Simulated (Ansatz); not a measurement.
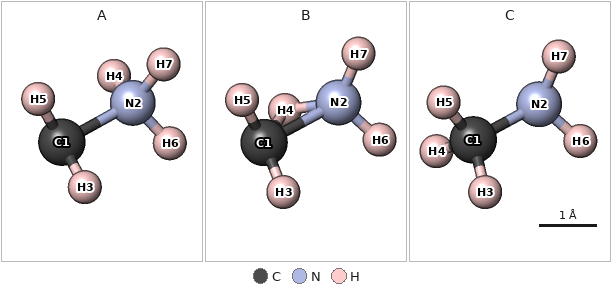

3 geometries from a converged minimum-energy path of CH$_{5}$N, shuffled. The picture is a ball-and-stick view, seen from a free direction.

Theory: RKS CAM-B3LYP-D4/def2-mTZVP in Ansatz. Set-up: 7 movable images; climbing image; force threshold 0.05 eV/Å; iteration limit 60; starting path through a guess of the saddle point.

Which frame is the top of the path?

Answer. B. In order along the path, whose images run from 0 to 8: C (image 2, +0.17 eV), B (image 5, +3.81 eV), A (image 7, +2.94 eV). A hydrogen atom shifts from one atom to another. Breaking: C1–H4 (1.09 → 1.43 at the top → 2.09 Å). Forming: N2–H4 (2.09 → 1.12 at the top → 1.02 Å).
